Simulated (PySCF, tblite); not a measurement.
**C₄H₉FSSi: geometry, infrared bands and NMR shifts**

What infrared bands and NMR shifts should C₄H₉FSSi (`CCS[SiH2]/C=C\F`) show?

Computed with tblite 0.8.0 and PySCF 2.14.0, with density-fitted response routines of our own, on a single molecule in the gas phase. Atoms are numbered from 0 throughout.

## Step 1: The starting structure

16 atoms, charge 0, multiplicity 1; geometry from: force field or distance geometry start.

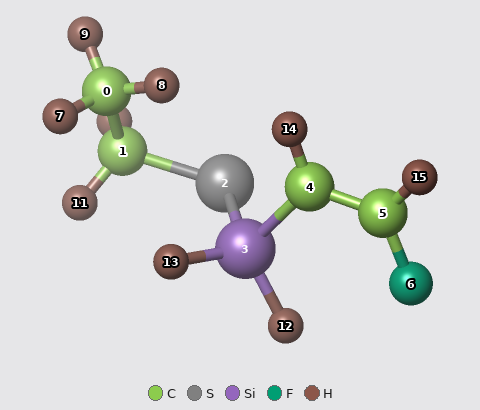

The starting geometry (carbon green, sulfur grey, silicon purple, fluorine teal, hydrogen brown), atoms numbered.

## Step 2: Optimising the geometry with GFN2-xTB

The job: settings as JSON, then the geometry in Å.

```
{"job": {"kind": "relax", "xc": "GFN2-xTB", "basis": "xTB"}, "charge": 0, "multiplicity": 1}
C     -2.313000     0.612300     0.506300
C     -2.211500    -0.690700    -0.269300
S     -0.586500    -0.755800    -1.062200
Si     0.979300    -0.888600     0.373400
C      1.904500     0.718300     0.331000
C      3.183600     0.705800    -0.073200
F      3.824400    -0.434600    -0.427600
H     -2.412700     0.379700     1.611200
H     -1.354200     1.141800     0.392500
H     -3.193300     1.195400     0.159200
H     -2.987700    -0.698900    -1.065900
H     -2.354800    -1.554600     0.452300
H      1.910300    -2.008000     0.059600
H      0.458200    -1.013200     1.755300
H      1.426900     1.664500     0.601200
H      3.718900     1.635600    -0.087700
```

Command:

```console
> OMP_NUM_THREADS=1 python probes_run.py task.json out
```

This one command runs all jobs of the session in turn.

Log:

```text
step      E/eV     max force
  0    -621.15601    1.621
  1    -621.32473    1.288
  2    -621.41895    0.918
  3    -621.46529    0.561
  4    -621.50828    0.513
  5    -621.52787    0.371
  6    -621.54106    0.220
  7    -621.54930    0.220
  8    -621.55760    0.243
  9    -621.56338    0.197
 10    -621.56750    0.136
 11    -621.57056    0.132
 12    -621.57339    0.167
 13    -621.57608    0.164
 14    -621.57839    0.169
 15    -621.58038    0.175
 16    -621.58216    0.142
 17    -621.58357    0.097
 18    -621.58472    0.082
 19    -621.58592    0.096
 20    -621.58743    0.115
 21    -621.58934    0.126
 22    -621.59138    0.120
 23    -621.59296    0.099
 24    -621.59387    0.082
 25    -621.59446    0.071
 26    -621.59494    0.060
 27    -621.59536    0.049
 28    -621.59575    0.053
 29    -621.59611    0.047
 30    -621.59645    0.050
 31    -621.59682    0.056
 32    -621.59721    0.049
 33    -621.59757    0.044
 34    -621.59788    0.046
 35    -621.59816    0.041
 36    -621.59843    0.042
 37    -621.59869    0.037
 38    -621.59888    0.035
 39    -621.59903    0.027
 40    -621.59918    0.030
 41    -621.59939    0.043
 42    -621.59972    0.072
 43    -621.60021    0.084
 44    -621.60081    0.067
 45    -621.60147    0.088
 46    -621.60228    0.096
 47    -621.60352    0.127
 48    -621.60545    0.181
 49    -621.60809    0.178
 50    -621.61126    0.237
 51    -621.60954    0.323
 52    -621.61689    0.279
 53    -621.62033    0.134
 54    -621.62545    0.130
 55    -621.62678    0.730
 56    -621.64136    0.205
 57    -621.64829    0.179
 58    -621.63290    0.927
 59    -621.65592    0.179
 60    -621.66036    0.179
 61    -621.65355    0.846
 62    -621.67310    0.157
 63    -621.67865    0.160
 64    -621.68454    0.547
 65    -621.69149    0.157
 66    -621.69419    0.133
 67    -621.70116    0.211
 68    -621.70560    0.140
 69    -621.71217    0.146
 70    -621.71541    0.148
 71    -621.71761    0.149
 72    -621.71993    0.122
 73    -621.72093    0.222
 74    -621.72260    0.087
 75    -621.72337    0.058
 76    -621.72431    0.049
 77    -621.72507    0.087
 78    -621.72592    0.079
 79    -621.72662    0.061
 80    -621.72710    0.035
 81    -621.72732    0.027
 82    -621.72758    0.027
 83    -621.72776    0.026
 84    -621.72790    0.030
 85    -621.72800    0.028
 86    -621.72810    0.027
 87    -621.72822    0.027
 88    -621.72837    0.026
 89    -621.72852    0.033
 90    -621.72868    0.040
 91    -621.72885    0.034
 92    -621.72900    0.023
 93    -621.72910    0.025
 94    -621.72917    0.023
 95    -621.72923    0.023
 96    -621.72930    0.021
 97    -621.72938    0.016
 98    -621.72945    0.016
 99    -621.72953    0.020
100    -621.72962    0.025
101    -621.72974    0.027
102    -621.72992    0.026
103    -621.73010    0.026
104    -621.73023    0.027
105    -621.73034    0.025
106    -621.73047    0.028
107    -621.73066    0.029
108    -621.73088    0.047
109    -621.73111    0.053
110    -621.73138    0.051
111    -621.73167    0.041
112    -621.73202    0.038
113    -621.73251    0.051
114    -621.73310    0.045
115    -621.73362    0.060
116    -621.73429    0.054
117    -621.73463    0.160
118    -621.73591    0.066
119    -621.73703    0.067
120    -621.73607    0.306
121    -621.73861    0.089
122    -621.73923    0.062
123    -621.73813    0.336
124    -621.74050    0.042
125    -621.74096    0.036
126    -621.74174    0.097
127    -621.74196    0.071
128    -621.74218    0.024
129    -621.74235    0.023
130    -621.74258    0.039
131    -621.74273    0.047
132    -621.74300    0.052
133    -621.74336    0.052
134    -621.74383    0.053
135    -621.74440    0.041
136    -621.74376    0.286
137    -621.74538    0.050
138    -621.74592    0.045
139    -621.74280    0.449
140    -621.74662    0.032
141    -621.74696    0.029
142    -621.74488    0.361
143    -621.74753    0.031
144    -621.74784    0.033
145    -621.74536    0.373
146    -621.74829    0.029
147    -621.74858    0.031
148    -621.74640    0.402
149    -621.74909    0.034
150    -621.74941    0.038
151    -621.74755    0.363
152    -621.74999    0.047
153    -621.75034    0.048
154    -621.74845    0.454
155    -621.75101    0.050
156    -621.75141    0.049
157    -621.75005    0.363
158    -621.75222    0.059
159    -621.75268    0.061
160    -621.75158    0.408
161    -621.75364    0.041
162    -621.75416    0.049
163    -621.75324    0.354
164    -621.75521    0.046
165    -621.75573    0.047
166    -621.75470    0.370
167    -621.75668    0.028
168    -621.75710    0.030
169    -621.75569    0.314
170    -621.75777    0.020
171    -621.75807    0.023
172    -621.75805    0.165
173    -621.75865    0.025
174    -621.75884    0.024
175    -621.75909    0.098
176    -621.75931    0.027
177    -621.75940    0.013
178    -621.75948    0.014
179    -621.75951    0.011
180    -621.75955    0.012
181    -621.75957    0.010
```

It took 2.3 s on 1 thread of Arm Neoverse N1, shared host; peak memory 0.18 GiB.

Relaxation path: (not every step is listed)

| step | energy from step 0 (eV) | largest force (eV/Å) |
| --- | --- | --- |
| 0 | 0.0000 | 1.6211 |
| 1 | -0.1687 | 1.2881 |
| 2 | -0.2629 | 0.9182 |
| 3 | -0.3093 | 0.5612 |
| 4 | -0.3523 | 0.5133 |
| 5 | -0.3719 | 0.3710 |
| 6 | -0.3850 | 0.2196 |
| 7 | -0.3933 | 0.2200 |
| 8 | -0.4016 | 0.2433 |
| 24 | -0.4379 | 0.0822 |
| 40 | -0.4432 | 0.0296 |
| 56 | -0.4853 | 0.2053 |
| 72 | -0.5639 | 0.1216 |
| 88 | -0.5724 | 0.0259 |
| 104 | -0.5742 | 0.0270 |
| 120 | -0.5801 | 0.3058 |
| 136 | -0.5877 | 0.2862 |
| 152 | -0.5940 | 0.0470 |
| 168 | -0.6011 | 0.0297 |
| 176 | -0.6033 | 0.0274 |
| 177 | -0.6034 | 0.0130 |
| 178 | -0.6035 | 0.0140 |
| 179 | -0.6035 | 0.0109 |
| 180 | -0.6035 | 0.0118 |
| 181 | -0.6036 | 0.0100 |

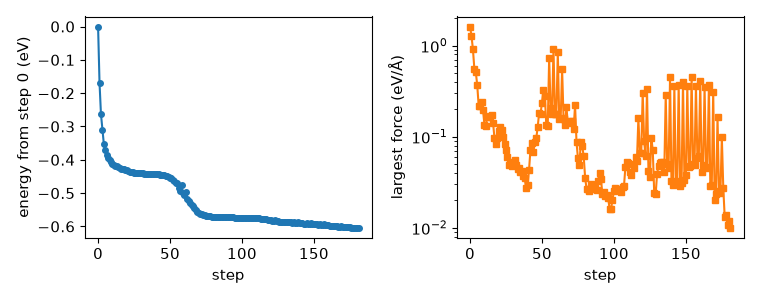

Energy and force, step by step.

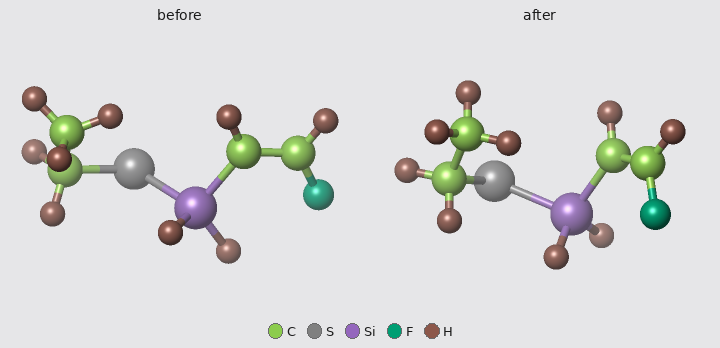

Before and after, at one scale.

Distances of close pairs at the start and the end, largest changes first:

| bond | before (Å) | after (Å) | change (Å) |
| --- | --- | --- | --- |
| C1–H11 | 1.135 | 1.090 | -0.045 |
| C0–H7 | 1.134 | 1.089 | -0.045 |
| Si3–H12 | 1.489 | 1.455 | -0.034 |
| Si3–C4 | 1.855 | 1.888 | +0.033 |
| Si3–H13 | 1.482 | 1.458 | -0.024 |
| C0–H9 | 1.111 | 1.088 | -0.023 |
| C1–H10 | 1.112 | 1.089 | -0.023 |
| C1–S2 | 1.809 | 1.832 | +0.022 |

The end geometry stands in the next job.

## Step 3: Harmonic vibrations with GFN2-xTB

The job: settings as JSON, then the geometry in Å.

```
{"job": {"kind": "ir", "xc": "GFN2-xTB", "basis": "xTB"}, "charge": 0, "multiplicity": 1}
C     -1.807051     0.821285     0.521343
C     -2.055811    -0.601185     0.061910
S     -0.966189    -1.092971    -1.325776
Si     0.950616    -1.219183    -0.360276
C      1.712453     0.501778    -0.214609
C      2.533407     0.859941     0.754956
F      2.884645     0.013017     1.738277
H     -0.804239     0.924755     0.932427
H     -1.912345     1.509022    -0.314582
H     -2.527886     1.093456     1.290130
H     -3.066611    -0.712687    -0.328276
H     -1.907818    -1.315920     0.871145
H      1.741151    -2.048648    -1.257035
H      0.724436    -1.798138     0.959095
H      1.487970     1.249492    -0.960893
H      3.005672     1.824929     0.888238
```

Log:

```text
mode    cm-1     km/mol
  1      15.8      2.78
  2      37.1      1.50
  3      72.8      1.42
  4     118.4      7.82
  5     154.3      3.44
  6     175.3      0.04
  7     238.5      0.35
  8     310.9      3.87
  9     324.4      4.48
 10     474.2     93.15
 11     491.0     42.08
 12     583.1      4.41
 13     606.6      5.94
 14     678.0     13.03
 15     712.1    368.74
 16     729.4    202.22
 17     750.8     49.40
 18     765.9     49.89
 19     794.4      1.06
 20     883.8      0.13
 21    1008.1    134.51
 22    1016.5     11.02
 23    1032.6      1.79
 24    1081.9      1.95
 25    1186.1     25.53
 26    1227.4      0.69
 27    1257.5     19.71
 28    1289.0     10.63
 29    1404.9      5.56
 30    1454.9      0.67
 31    1486.8      5.05
 32    1494.3      2.15
 33    1672.8    183.84
 34    2297.2    217.97
 35    2331.7    211.26
 36    2978.0     14.56
 37    3003.0      2.88
 38    3022.8     37.81
 39    3025.3     25.27
 40    3041.6     15.02
 41    3045.6     30.92
 42    3079.5      7.29
```

Run time: 0.99 s. Hardware: 1 thread of Arm Neoverse N1, shared host; peak memory 0.18 GiB.

The strongest bands and the atoms that carry them (share of the mass-weighted mode):

| cm⁻¹ | km/mol | atoms |
| --- | --- | --- |
| 474 | 93.2 | H12 33 %, Si3 20 %, H13 19 %, C4 13 % |
| 712 | 368.7 | H13 40 %, H12 36 %, Si3 15 % |
| 729 | 202.2 | H13 50 %, H12 39 % |
| 766 | 49.9 | H14 37 %, H15 31 %, C5 18 % |
| 1008 | 134.5 | H14 35 %, F6 31 %, C5 27 % |
| 1673 | 183.8 | C5 50 %, C4 47 % |
| 2297 | 218.0 | H13 97 % |
| 2332 | 211.3 | H12 97 % |

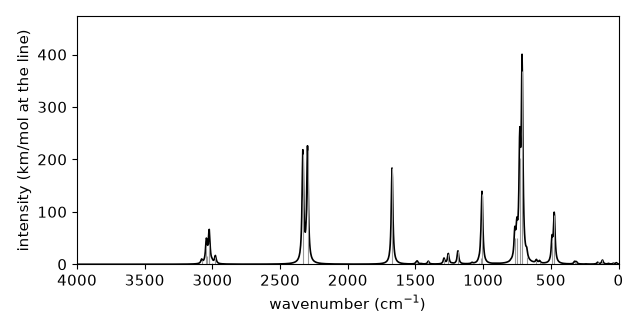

The infrared spectrum from these modes, unscaled. Lines are broadened to a width of 14 cm⁻¹ (Lorentzian).

## Step 4: Nuclear shieldings: PBE0/pcSseg-1

Settings changed since step 3:

```diff
@@ -1,2 +1,2 @@
-{"job": {"kind": "ir", "xc": "GFN2-xTB", "basis": "xTB"}, "charge": 0, "multiplicity": 1}
+{"job": {"kind": "nmr", "xc": "PBE0", "basis": "pcSseg-1"}, "charge": 0, "multiplicity": 1}
 C     -1.807051     0.821285     0.521343
```

Level: GIAO PBE0/pcSseg-1 NMR shielding, non-relativistic, gas phase.

Log:

```text
coarse grid: 14264 points
cycle   1  E = -944.6507006930  dE =  5.955e-01  |g| = 5.367e-01  |ddm| = 3.531e+00
cycle   2  E = -944.6183697828  dE =  3.233e-02  |g| = 6.846e-01  |ddm| = 9.372e-01
cycle   3  E = -944.7111831817  dE = -9.281e-02  |g| = 8.904e-02  |ddm| = 5.170e-01
cycle   4  E = -944.7128995509  dE = -1.716e-03  |g| = 3.794e-02  |ddm| = 1.100e-01
cycle   5  E = -944.7132282920  dE = -3.287e-04  |g| = 1.130e-02  |ddm| = 3.801e-02
cycle   6  E = -944.7132517137  dE = -2.342e-05  |g| = 3.679e-03  |ddm| = 1.165e-02
cycle   7  E = -944.7132544790  dE = -2.765e-06  |g| = 5.587e-04  |ddm| = 3.417e-03
final grid: 128456 points
cycle   8  E = -944.7632425011  dE = -3.010e-05  |g| = 8.837e-03  |ddm| = 2.443e-02
cycle   9  E = -944.7632290613  dE =  1.344e-05  |g| = 1.166e-02  |ddm| = 1.720e-02
cycle  10  E = -944.7632614001  dE = -3.234e-05  |g| = 1.044e-03  |ddm| = 1.052e-02
cycle  11  E = -944.7632615911  dE = -1.910e-07  |g| = 2.593e-04  |ddm| = 1.024e-03
cycle  12  E = -944.7632616022  dE = -1.112e-08  |g| = 1.020e-04  |ddm| = 3.211e-04
cycle  13  E = -944.7632616048  dE = -2.630e-09  |g| = 3.341e-05  |ddm| = 1.266e-04
cycle  14  E = -944.7632616051  dE = -2.819e-10  |g| = 6.469e-06  |ddm| = 3.523e-05
converged SCF energy = -944.7632616051

GIAO shielding tensors (ppm)
atom      isotropic    diamagn.    paramagn.     s11        s22        s33       span
  0 C      164.688     249.946     -85.258    148.362    161.581    184.122     35.760
  1 C      154.391     250.637     -96.247    139.051    150.557    173.564     34.513
  2 S      628.132    1058.799    -430.667    491.581    589.903    802.911    311.330
  3 Si     385.210     879.699    -494.489    330.987    389.892    434.751    103.764
  4 C       74.051     263.129    -189.078    -37.803    107.744    152.213    190.016
  5 C       18.497     246.546    -228.049    -93.024     70.775     77.739    170.763
  6 F      254.264     473.759    -219.495    132.788    259.080    370.923    238.135
  7 H       30.270      33.060      -2.790     24.727     30.698     35.386     10.658
  8 H       30.506      31.296      -0.791     27.283     28.514     35.720      8.437
  9 H       30.385      29.508       0.878     25.558     27.137     38.462     12.904
 10 H       29.046      30.000      -0.954     22.738     27.606     36.794     14.056
 11 H       29.116      31.372      -2.255     23.985     27.994     35.369     11.384
 12 H       26.608      28.297      -1.689     22.276     25.208     32.340     10.064
 13 H       26.390      29.959      -3.569     22.325     25.950     30.895      8.571
 14 H       26.636      32.810      -6.175     24.532     25.958     29.418      4.886
 15 H       24.581      27.936      -3.355     21.612     24.028     28.103      6.490
```

Wall time 47 s (1 thread of Arm Neoverse N1, shared host); peak memory 0.81 GiB.

The references, computed at this level on geometries of the same kind, shield at (ppm): 1H TMS 31.72, 13C TMS 186.9, 29Si TMS 349.2, 19F CFCl3 170.9, 33S CS2 504. Their shielding less the atom's gives the shift. The references are single molecules in the gas phase, so shifts against H2O, NH3, PH3, H3PO4 or CFCl3 are not on the usual liquid scales and can be off by tens of ppm. Atoms listed in one row are averaged.

| atoms | environment | σ (ppm) | δ (ppm) | δ scaled to CDCl3 |
| --- | --- | --- | --- | --- |
| C5 | alkene CH | 18.5 | 168.4 | 162.5 |
| C4 | alkene CH | 74.1 | 112.9 | 108.2 |
| C1 | sp3 CH2 bonded to S | 154.4 | 32.5 | 25.4 |
| C0 | methyl carbon | 164.7 | 22.2 | 19.8 |
| H15 | hydrogen on an alkene CH | 24.58 | 7.14 | 6.83 |
| H12, H13 | hydrogen on a silicon bonded to C, S | 26.50 | 5.22 | – |
| H14 | hydrogen on an alkene CH | 26.64 | 5.08 | 4.90 |
| H10, H11 | hydrogen on an sp3 CH2 bonded to S | 29.08 | 2.64 | 2.59 |
| H7, H8, H9 | hydrogen on a methyl carbon | 30.39 | 1.33 | 1.36 |
| S2 | sulfur bonded to C, Si | 628 | -124 | – |
| Si3 | silicon bonded to C, S, 2 H | 385.2 | -36.1 | – |
| F6 | vinylic fluorine | 254.3 | -83.3 | – |

The scaled column applies a straight-line fit of computed shieldings to shifts measured in CDCl3, with any fitted terms for Cl, Br or S neighbours, and one for carbons that bear F (root-mean-square error 0.16 ppm for H, 1.9 ppm for C).

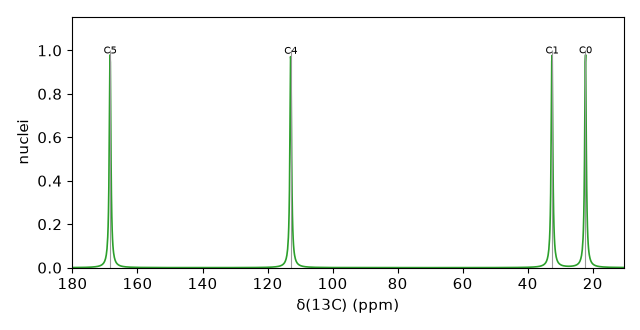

13C lines at the computed shifts, without couplings. Lines are broadened to a width of 0.58 ppm (Lorentzian).

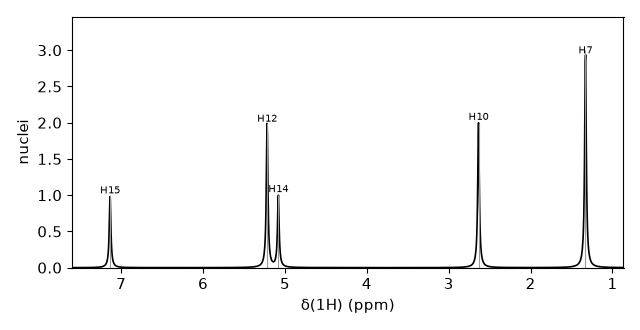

1H lines at the computed shifts, without couplings. Lines are broadened to a width of 0.02 ppm (Lorentzian).

Charges from the same density, by scheme (e):

| atoms | Mulliken | IAO | Hirshfeld | ESP fit |
| --- | --- | --- | --- | --- |
| C0 | -0.28 | -0.42 | -0.12 | -0.05 |
| C1 | -0.37 | -0.32 | -0.06 | 0.02 |
| S2 | -0.30 | -0.20 | -0.10 | -0.37 |
| Si3 | 0.65 | 0.69 | 0.31 | 0.41 |
| C4 | -0.55 | -0.51 | -0.17 | -0.30 |
| C5 | 0.26 | 0.17 | 0.05 | 0.02 |
| F6 | -0.28 | -0.27 | -0.08 | -0.13 |

Hirshfeld charges:

C0 -0.12; C1 -0.06; S2 -0.10; Si3 0.31; C4 -0.17; C5 0.05; F6 -0.08; H7 0.03; H8 0.04; H9 0.04; H10 0.05; H11 0.04; H12 -0.07; H13 -0.07; H14 0.05; H15 0.06

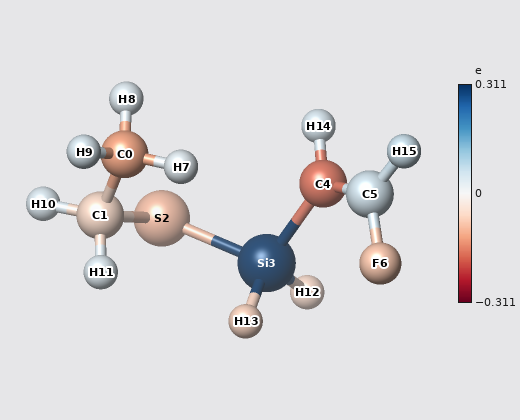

Hirshfeld charges, as colours on the atoms.

Mayer bond orders: C0–C1 1.03, C1–S2 1.00, S2–Si3 0.96, Si3–C4 0.84, C4–C5 1.88, C5–F6 0.96.

## Step 5: Summary of results

| quantity | value |
| --- | --- |
| strongest single infrared mode (GFN2-xTB) | 712 cm⁻¹, 369 km/mol |
| zero-point energy (GFN2-xTB) | 73.4 kcal/mol |
| 13C shifts against TMS (PBE0/pcSseg-1) | 168.4, 112.9, 32.5, 22.2 ppm |
| 1H shifts against TMS (PBE0/pcSseg-1, means over atoms taken as alike) | 7.14, 5.22, 5.08, 2.64, 1.33 ppm |
| 33S shifts against CS2 (PBE0/pcSseg-1) | -124 ppm |
| 29Si shifts against TMS (PBE0/pcSseg-1) | -36.1 ppm |
| 19F shifts against CFCl3 (PBE0/pcSseg-1) | -83.3 ppm |

Relaxing lowered the energy by 0.604 eV in 181 steps; the close pair that moved most is C1–H11, from 1.135 to 1.090 Å. No mode is imaginary among the 42: a minimum at this level. The strongest single mode, at 712 cm⁻¹, moves mainly H13 and H12. GFN2-xTB is a fitted tight-binding method: band positions and strengths are rough. Its intensities can rank the bands wrongly. At PBE0/pcSseg-1: Shielding is most anisotropic at S2 (span 311 ppm, paramagnetic term -431 ppm).
